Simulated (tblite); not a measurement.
# Molecular dynamics of C$_{4}$H$_{9}$NO$_{2}$S (part 2 of 2)

C$_{4}$H$_{9}$NO$_{2}$S, SMILES C=NCCS(C)(=O)=O; GFN2-xTB Langevin dynamics, gas phase (tblite 0.8.0). It belongs to a series of runs on one base structure; here: H on C replaced by N=CH2.

Geometry of the input (Å):
```
C  1.5311  1.3467  1.7754
N  1.9236  0.4825  0.9629
C  1.2703  0.3295  -0.3037
C  0.5951  -1.0294  -0.3516
S  -0.9618  -1.0123  0.5990
C  -2.0784  0.0555  -0.3680
O  -1.4987  -2.3443  0.5707
O  -0.7636  -0.3952  1.8802
H  2.0343  1.4202  2.7266
H  0.7101  2.0460  1.5884
H  0.5293  1.1225  -0.5031
H  2.0506  0.3731  -1.0716
H  0.3241  -1.3339  -1.3579
H  1.2222  -1.7869  0.1111
H  -1.8521  1.0908  -0.1524
H  -3.0851  -0.1815  -0.0473
H  -1.9579  -0.1711  -1.4191
```

Trajectory as extended XYZ, continued
```
17
Properties=species:S:1:pos:R:3:forces:R:3 step=21 time_fs=525.0 energy=-744.82719 temperature=317.6
C     1.6069    0.7861    2.0758    0.7318   0.4708  -0.2089
N     1.5543    0.6293    0.8336   -0.8676   0.3243  -0.2375
C     0.4536    1.2399    0.1037    1.3442   0.5439  -0.0713
C    -0.4719    0.2219   -0.5181    0.0933   0.9159   0.3435
S    -1.4078   -0.7193    0.7915   -0.0894  -2.5564   0.1877
C    -2.9687    0.1691    1.0032   -0.4226  -0.1833   0.5494
O    -1.7123   -2.0948    0.2761    0.5674   2.8955   0.6792
O    -0.7775   -0.6869    2.1021   -0.0126   0.1833  -1.0774
H     2.5692    0.4111    2.4520   -0.8848   0.1215   0.6277
H     0.8734    1.4088    2.6705    0.8321  -0.7805  -0.3555
H    -0.1220    1.8749    0.7530   -0.5503   0.5181   0.6367
H     0.9762    1.9610   -0.6236   -0.7963  -1.1760   0.3764
H    -1.1071    0.7859   -1.2029   -0.3823  -0.5856   0.1589
H     0.1121   -0.4990   -1.0195    0.3877  -0.9113  -0.6377
H    -3.2213    0.5427    0.0388   -0.4925   0.0182  -0.5910
H    -2.8629    1.0274    1.6814    0.0552  -0.6436  -0.0788
H    -3.6870   -0.5959    1.3763    0.4868   0.8452  -0.3014
17
Properties=species:S:1:pos:R:3:forces:R:3 step=22 time_fs=550.0 energy=-744.91771 temperature=273.6
C     1.6167    0.7118    2.1072    0.6587  -0.7103   1.7713
N     1.5351    0.6540    0.8769   -1.7661   1.1022  -1.1180
C     0.3640    1.3536    0.2942    2.4893   0.5594  -1.1598
C    -0.4979    0.3399   -0.3964   -0.4817   1.8110  -0.0572
S    -1.4121   -0.7059    0.7114   -0.0024  -0.1444   0.8158
C    -3.0197    0.1741    0.7948    0.7380  -0.0812  -0.1663
O    -1.5794   -1.9573    0.0660   -0.3956  -0.9761  -0.4625
O    -0.8002   -0.7283    2.0086   -0.1514   0.1445   0.2409
H     2.4340    0.1057    2.5295   -0.4159   0.5452   0.1333
H     0.9193    1.2355    2.8092    0.5553  -0.3354  -0.5390
H    -0.1623    2.0055    0.9868   -0.1198  -0.1001   0.3298
H     0.8122    2.0198   -0.5464   -0.5971  -0.7067   1.1716
H    -1.2798    0.9364   -0.8572   -0.0775  -0.2976  -0.6270
H     0.1290   -0.1488   -1.0965    0.0921  -0.9059  -0.5338
H    -3.2870    0.3642   -0.2136   -0.4600  -0.2624  -0.9100
H    -2.7720    1.1324    1.1930   -0.1139   0.3703   0.8249
H    -3.7888   -0.3747    1.3048    0.0480  -0.0126   0.2860
17
Properties=species:S:1:pos:R:3:forces:R:3 step=24 time_fs=600.0 energy=-744.73927 temperature=363.9
C     1.7235    0.6319    2.2482   -0.2632   1.2091   0.2181
N     1.4188    0.7374    1.0405    0.2744  -0.2539   0.5867
C     0.2582    1.4182    0.5972   -1.3108  -2.1256   0.5826
C    -0.3952    0.4101   -0.3520    0.2432   0.3286  -1.4294
S    -1.3837   -0.7347    0.5802   -1.7447   1.6236   1.0881
C    -3.0548    0.0555    0.7177   -0.4668  -1.3306  -2.0493
O    -1.5222   -1.9815   -0.0631    0.2048  -1.3177  -0.7269
O    -0.9886   -0.6675    1.9479    0.7737  -0.5861   0.8545
H     2.6334    0.1011    2.4528    0.0218  -0.1340   0.3866
H     1.1924    1.2231    3.0495    0.4164  -0.8941  -0.4240
H    -0.5505    1.6407    1.3402    0.7494   0.0088   0.1379
H     0.5662    2.3027    0.1540    0.4563   1.6437  -1.2010
H    -1.1128    0.9277   -1.0226    0.6938  -0.5880  -0.0134
H     0.3239   -0.2999   -0.8454   -0.5176   1.1963   0.1022
H    -3.7822   -0.3399   -0.0564    0.8382  -0.0408   1.0929
H    -2.9861    1.0846    0.4643    0.1823   0.7988   0.6212
H    -3.2803   -0.2486    1.7191   -0.5514   0.4620   0.1731
17
Properties=species:S:1:pos:R:3:forces:R:3 step=25 time_fs=625.0 energy=-744.65742 temperature=400.5
C     1.7088    0.6578    2.3714   -0.3328  -0.2035  -1.3008
N     1.3387    0.6532    1.1556    1.2337   0.0836   1.4410
C     0.1968    1.3671    0.7230   -1.6983  -0.2803   0.0330
C    -0.3805    0.4826   -0.4092   -2.0229   1.6157   0.4143
S    -1.4518   -0.6963    0.5705    1.4874  -0.9898   0.4320
C    -3.1201    0.0363    0.6269    1.1342  -0.6060   1.3996
O    -1.4351   -1.9873   -0.0970   -0.3219   0.8240   0.3985
O    -0.9565   -0.6589    1.9449   -0.7008  -0.4051  -0.9979
H     2.6647    0.1972    2.6569   -0.7125   0.1859  -0.2065
H     1.0559    1.1007    3.1115    0.1777   0.0790   0.5388
H    -0.6811    1.4914    1.4723    1.3935   0.0172  -0.5233
H     0.5492    2.3678    0.4750   -0.1570   0.0359  -0.5602
H    -1.0933    0.9738   -1.1709    1.3178  -0.5966   1.0947
H     0.4211   -0.0531   -0.8343    0.5064  -0.6093  -0.6676
H    -3.7701   -0.4359   -0.0159   -1.3352  -1.4917  -1.0640
H    -2.9631    0.9729    0.2009    0.0808   1.8372   0.1799
H    -3.3980   -0.0588    1.6838   -0.0499   0.5039  -0.6114
17
Properties=species:S:1:pos:R:3:forces:R:3 step=27 time_fs=675.0 energy=-744.39203 temperature=301.2
C     1.3759    0.5751    2.5569    0.7810  -0.2478  -1.4137
N     1.2737    0.7259    1.3206    2.2943  -0.0999   0.2267
C     0.3060    1.4691    0.7111   -2.5977   2.1116  -0.2177
C    -0.4323    0.6454   -0.2633    0.5529  -3.1741  -0.1110
S    -1.4537   -0.7434    0.6207    1.1795  -0.7384  -0.3185
C    -3.1203   -0.0924    0.5925   -1.3607   0.9466  -0.9107
O    -1.5172   -1.9375   -0.2241    0.5382   1.0913   0.8209
O    -0.9876   -0.8834    2.0044   -0.6180   0.1288  -1.5337
H     2.2226    0.1015    2.9785    0.6029  -0.6915   0.0167
H     0.6670    0.9014    3.2182   -1.8304   1.0320   1.7874
H    -0.5536    1.9101    1.3662    1.2130  -0.2531  -0.0388
H     0.6399    2.3345    0.0458    0.5562  -0.7211   1.2097
H    -1.0623    1.2657   -0.7918   -1.6236   0.8076  -1.2301
H     0.2564    0.1165   -0.9510   -0.4059   0.0905   0.4004
H    -3.8546   -0.8163    0.0956    1.1417   0.8031   1.1587
H    -3.0653    0.7810   -0.1475   -0.2809  -0.9521   1.4532
H    -3.3573    0.1882    1.6496   -0.1424  -0.1335  -1.2996
17
Properties=species:S:1:pos:R:3:forces:R:3 step=28 time_fs=700.0 energy=-744.81216 temperature=419.2
C     1.2123    0.5653    2.5793   -0.3553   1.5277  -1.4436
N     1.3294    0.7798    1.3281   -0.7529   0.4125   1.1716
C     0.2685    1.5401    0.6691   -1.2415  -2.2265   0.0852
C    -0.5143    0.5005   -0.1932    0.9072   0.8356  -1.8168
S    -1.4583   -0.7423    0.6523   -1.5129  -0.0258  -0.4662
C    -3.2296   -0.1238    0.7106    0.9004  -1.4805   0.5232
O    -1.5232   -1.8586   -0.2406   -0.0076  -0.2515  -0.4009
O    -0.9666   -1.0281    1.9554    0.0965   0.3071   0.8918
H     1.9522    0.0546    3.1413    0.4357  -0.5576  -0.0598
H     0.4464    1.0790    3.1811   -0.0295  -0.3410  -0.0891
H    -0.5169    1.9714    1.3185    0.5625   0.1488   0.2770
H     0.6022    2.2466   -0.0527    0.8359   0.6919  -0.1184
H    -1.1525    1.0021   -0.9896    0.4737  -0.5505   1.1819
H     0.1920   -0.1393   -0.7708   -0.1977   0.4794   0.4292
H    -3.7481   -1.0515    0.5593   -0.2976  -0.4434   0.1152
H    -3.5395    0.5095   -0.0535    0.1543   1.1011  -1.3333
H    -3.5046    0.2842    1.6423    0.0288   0.3728   1.0531
17
Properties=species:S:1:pos:R:3:forces:R:3 step=30 time_fs=750.0 energy=-744.60337 temperature=369.5
C     1.1168    0.7288    2.5959   -0.9786  -0.4746   2.8742
N     1.2566    0.9215    1.3907    0.6852  -0.0659  -0.0785
C     0.2223    1.4801    0.6619   -0.6332   0.8037  -1.6414
C    -0.4298    0.4557   -0.1691   -2.0062  -1.6320  -1.2778
S    -1.4642   -0.8043    0.6852   -2.4337   0.1926  -3.0773
C    -3.1804   -0.0916    1.0895   -0.1149   0.8677  -0.3354
O    -1.6770   -1.8234   -0.3594    0.3773   0.9191   1.5998
O    -0.9583   -1.1044    1.9500    1.1683  -1.1060   2.1422
H     1.9219    0.2258    3.1056    0.1057   0.0116   0.1906
H     0.1884    0.9527    3.3081    1.4341  -0.1082  -1.5513
H    -0.5760    1.9651    1.1982   -0.2675   0.6230   0.7897
H     0.6289    2.1248   -0.1179    0.3634   0.7688   0.2653
H    -1.2123    0.8146   -0.8661    0.6567   0.2319   0.2113
H     0.2339   -0.1919   -0.7257    0.3351   0.0401  -0.0615
H    -3.8206   -0.9720    1.3371    0.7205   0.9077  -0.1095
H    -3.6675    0.4911    0.2326    0.8976  -0.9359   1.1560
H    -3.0230    0.6003    1.9743   -0.3097  -1.0437  -1.0963
17
Properties=species:S:1:pos:R:3:forces:R:3 step=31 time_fs=775.0 energy=-744.58352 temperature=236.6
C     1.0531    0.8638    2.6806   -0.8276   0.8001   1.7387
N     1.2175    0.9535    1.4599   -0.7978   0.3956  -0.6255
C     0.1751    1.5588    0.7024    0.3326  -0.1357  -2.7483
C    -0.4775    0.4847   -0.1597    2.6275  -3.4652   2.9488
S    -1.5020   -0.7891    0.7338    0.4479  -1.8307  -2.9194
C    -3.0525   -0.0505    1.1278    0.1317  -0.1764   0.6004
O    -1.6865   -1.8764   -0.2708    0.0793   1.9485   1.5132
O    -0.9173   -1.1949    1.9594    0.6059  -0.0015   0.9997
H     1.7958    0.3637    3.2160    1.0584  -0.7436   0.7818
H     0.2642    1.3236    3.3870    0.5401  -0.4778  -1.3670
H    -0.5968    2.0480    1.2325   -0.7380   0.8118   1.0598
H     0.5923    2.2523   -0.0842    0.0278  -0.2275   0.9388
H    -0.9680    0.6677   -1.0157   -1.6194   1.1477  -2.5279
H     0.3164   -0.3112   -0.3871   -0.5458   1.2168  -0.0980
H    -3.5887   -0.8265    1.6256   -0.4779  -0.2282   0.4006
H    -3.5400    0.2657    0.2635   -0.7308   0.4480  -1.2427
H    -2.7919    0.7557    1.7696   -0.1139   0.5183   0.5470
17
Properties=species:S:1:pos:R:3:forces:R:3 step=33 time_fs=825.0 energy=-744.80828 temperature=334.2
C     1.0210    1.0938    2.8969    0.3490  -0.9570  -0.7933
N     1.0570    0.9720    1.6481    0.7180   0.4752   0.3687
C    -0.0014    1.5156    0.8981   -1.0997  -0.2103  -1.2178
C    -0.4901    0.4600   -0.1189   -1.2048   2.2502  -0.7423
S    -1.4242   -0.8129    0.7431   -1.6414  -0.2514  -1.5619
C    -3.0119   -0.0107    0.9711    0.5356   2.2360  -0.5819
O    -1.7801   -1.8619   -0.1846    0.8529  -0.2009   0.2094
O    -0.8276   -1.1182    1.9866    0.6502  -0.3921   0.9645
H     1.7809    0.6394    3.4936    0.4317  -0.0355   0.0964
H     0.1739    1.4715    3.4027   -0.8767   0.6927   0.7211
H    -0.8591    1.8301    1.4941   -0.3055   0.0499   0.5303
H     0.2504    2.4115    0.3156    0.6691  -0.1347   0.1417
H    -1.0869    1.0055   -0.9832    0.9004  -1.4096   1.6788
H     0.3474   -0.0314   -0.5035    1.1491  -0.6838  -0.7802
H    -3.6565   -0.5731    1.6221   -0.1018   0.1676  -0.0007
H    -3.3658    0.0864   -0.0819   -0.0958  -0.2070   1.0889
H    -2.7246    1.0319    1.3345   -0.9302  -1.3890  -0.1218
17
Properties=species:S:1:pos:R:3:forces:R:3 step=34 time_fs=850.0 energy=-744.92984 temperature=351.7
C     1.0047    1.1432    2.9429    0.1917  -0.3914   0.3098
N     1.0229    1.0896    1.7121    1.2172   0.1151  -1.4287
C    -0.0175    1.5651    0.9123   -2.2437   0.2498   0.1813
C    -0.4667    0.5263   -0.1122    0.5844   0.6259  -0.7174
S    -1.4772   -0.7969    0.6789    0.4529   2.3194   0.8687
C    -3.0908    0.0641    0.9737    0.5357  -0.3010   0.6019
O    -1.7651   -1.9052   -0.1326   -0.2518  -1.3060  -1.4663
O    -0.7933   -1.0598    1.9080   -0.2267  -0.0481   0.5031
H     1.8511    0.8054    3.4770    0.7250  -0.3309   0.3927
H     0.1675    1.4260    3.5125   -1.2112   0.6414   0.8463
H    -0.9097    1.9166    1.4962    0.1558  -0.2766   0.1537
H     0.2374    2.4481    0.3366    0.8048   0.2205  -0.0496
H    -0.9590    1.0779   -0.9337   -0.1939  -0.7415   0.3557
H     0.4929    0.1596   -0.4761   -0.2826  -0.6349  -0.2112
H    -3.5296   -0.6377    1.7118   -0.1339   0.8278  -0.6042
H    -3.6139    0.1202    0.0232    0.0001  -0.2454   0.2995
H    -2.9288    1.0777    1.3736   -0.1238  -0.7242  -0.0353
17
Properties=species:S:1:pos:R:3:forces:R:3 step=36 time_fs=900.0 energy=-744.92640 temperature=311.0
C     0.8565    1.2338    2.9904    0.7238   0.0786  -2.1205
N     0.9647    1.1732    1.7122   -0.6195   0.6350   2.3279
C    -0.1221    1.6983    0.9667   -1.7783   0.0078  -0.6698
C    -0.5884    0.6436   -0.0811    0.7439   1.0812   0.1674
S    -1.5585   -0.6606    0.6619   -0.4192  -1.7418   2.2267
C    -3.1945    0.0375    1.1115    1.0931   2.0284  -1.0532
O    -1.7724   -1.7469   -0.2983    0.5177   1.1790   1.0218
O    -1.0381   -0.9638    2.0230   -0.3311   0.1130  -2.3719
H     1.7489    1.0134    3.5522   -0.1882  -0.3144   0.1800
H    -0.0324    1.6104    3.4907    0.0391  -0.0608   0.1081
H    -1.0488    2.0370    1.5571    0.9729  -0.5336  -0.1257
H     0.2051    2.6326    0.4743    0.1704  -0.4667  -0.1568
H    -1.2066    1.0314   -0.8899    0.2085   0.0813   0.0980
H     0.3288    0.1934   -0.4422   -0.0729  -0.2349  -0.3165
H    -3.4889   -0.5465    1.9283   -0.6273  -0.5952   0.7877
H    -3.8628    0.0943    0.2744   -0.3012  -0.4377  -0.1876
H    -2.9946    1.0913    1.4110   -0.1318  -0.8192   0.0845
17
Properties=species:S:1:pos:R:3:forces:R:3 step=37 time_fs=925.0 energy=-744.80828 temperature=205.6
C     0.7625    1.3429    2.9723   -0.1344   0.3020   1.9076
N     0.8619    1.2379    1.7507   -0.4270  -0.4997  -0.5951
C    -0.1398    1.7717    0.9413   -0.7362   1.2040  -2.3955
C    -0.6019    0.6723   -0.0736   -2.4365   2.2525   1.2772
S    -1.6275   -0.5921    0.7901    1.1242  -1.8575  -0.0295
C    -3.2648    0.0616    1.0205   -0.3432   1.3153   1.2407
O    -1.8403   -1.5857   -0.2503    0.3701   0.1643   0.5677
O    -1.0632   -1.0732    2.0630   -0.7243   0.9748  -1.5693
H     1.5278    0.8262    3.5319   -0.0949   0.3028   0.4266
H    -0.0433    1.9492    3.4946    0.7109  -0.7583  -0.3203
H    -1.0640    2.2738    1.3910    0.8700  -0.7391   0.1779
H     0.3855    2.6249    0.4062   -0.5772  -0.7552  -0.0636
H    -1.3301    1.0527   -0.8611    1.1458  -0.3977   0.8902
H     0.1903    0.1337   -0.4494    1.5499  -0.8975  -0.9072
H    -3.6605   -0.4938    1.8912    0.0021   0.5661  -0.6277
H    -3.8201   -0.0845    0.1194   -0.2330  -0.4180  -0.2847
H    -3.2131    1.1581    1.1861   -0.0663  -0.7589   0.3051
17
Properties=species:S:1:pos:R:3:forces:R:3 step=39 time_fs=975.0 energy=-744.86015 temperature=308.6
C     0.6037    1.4433    3.0124   -0.5314   0.4669  -1.9520
N     0.8502    1.3569    1.7669   -2.3328   0.8587   0.5328
C    -0.2407    1.7930    0.8245    0.8408  -0.7815   1.4708
C    -0.7444    0.6451    0.0070    1.5639  -1.8920  -0.5544
S    -1.7386   -0.6543    0.8174    1.8142   0.7009  -0.8246
C    -3.2703    0.1386    1.1307   -1.3715   1.6947   0.1761
O    -1.7807   -1.7131   -0.1387   -0.6417  -0.3984  -0.2892
O    -1.1247   -0.9287    2.0643    0.0865  -0.4221   1.3199
H     1.3970    1.1607    3.6214    1.0426  -0.4944   1.0949
H    -0.3020    1.8454    3.5291    0.4335  -0.3097  -0.6680
H    -1.0992    2.2414    1.3427    0.1274   0.0860   0.2646
H     0.1861    2.5310    0.1723    0.3802   0.3943  -0.3360
H    -1.3952    0.9824   -0.7573   -0.2996   0.2623  -0.9466
H     0.1127   -0.0235   -0.4167   -1.2912   1.3954   0.5074
H    -3.8289   -0.5053    1.7786   -0.2867  -0.2123   0.3247
H    -3.8982    0.4232    0.2712    0.5550  -0.4563   0.1376
H    -3.0318    1.0892    1.6659   -0.0892  -0.8926  -0.2580
17
Properties=species:S:1:pos:R:3:forces:R:3 step=40 time_fs=1000.0 energy=-744.84586 temperature=427.4
C     0.6468    1.4640    2.9102    0.9741  -0.6934   0.1710
N     0.7214    1.4524    1.6726   -1.1489   0.1679  -1.8375
C    -0.4285    1.7534    0.7646    0.7998  -0.3847   2.2470
C    -0.7408    0.6240   -0.1246    0.9406  -2.0933  -0.4928
S    -1.5886   -0.6799    0.8473   -2.7457   1.5788  -1.1800
C    -3.1952    0.1816    1.2715    0.6184   1.5637   0.0459
O    -1.8768   -1.7873   -0.0053    0.1174  -0.4124  -0.3369
O    -1.0856   -0.9132    2.1327    1.6017  -0.4850   1.7315
H     1.6028    1.1682    3.3649   -0.5882   0.3217   0.2891
H    -0.2214    1.6235    3.5270   -0.3196   0.1885   0.2011
H    -1.3451    2.0079    1.3122    0.1954   0.3357   0.0914
H    -0.0747    2.5428    0.1706    0.3510   1.4380  -0.6972
H    -1.4087    0.8989   -0.9474    0.3257  -0.2853   0.2146
H     0.1829    0.0654   -0.4546   -0.8601   0.8337  -0.0407
H    -3.8402   -0.5159    1.7207   -0.3900  -0.9141   0.8110
H    -3.7709    0.5934    0.4550    0.3661   0.0743  -0.4912
H    -2.9652    1.0279    1.9890   -0.2378  -1.2340  -0.7264
```

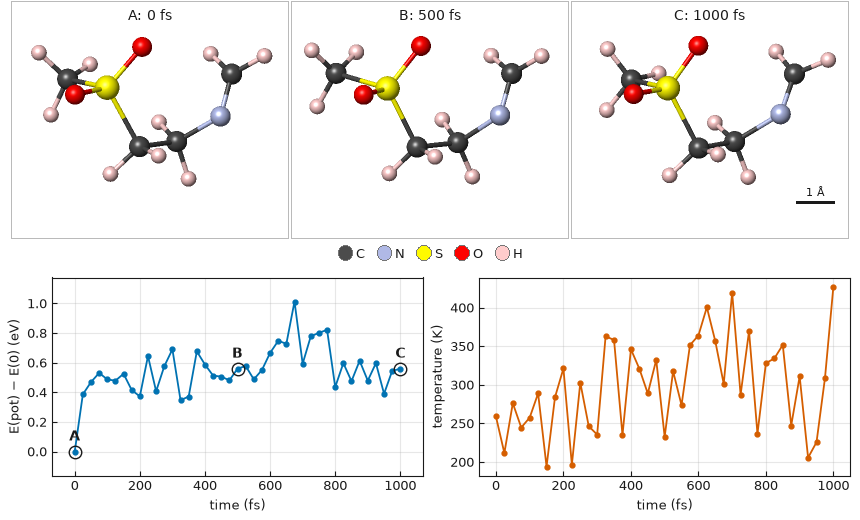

**Figure 1.** Frames of the molecular dynamics (ball-and-stick, seen at a tilt) above the curves, on which the letters mark them. The trajectory kept here has 41 frames over 1000 fs. The temperature starts at 259 K, ranges from 194 to 427 K and averages 317 K over the second half. The potential energy ends 0.559 eV above its first value. After an unweighted best fit of the last frame on the first, the root-mean-square displacement is 0.70 Å, and H17 has moved furthest (1.76 Å).

Key numbers

| quantity | value |
| --- | --- |
| outcome | finished |
| mean temperature over the second half | 317 K |
| trajectory | 41 frames kept, 1000 fs |
| hardware | 1 CPU thread, shared host |
| wall time | 11 s |
| peak memory | 0.18 GiB |
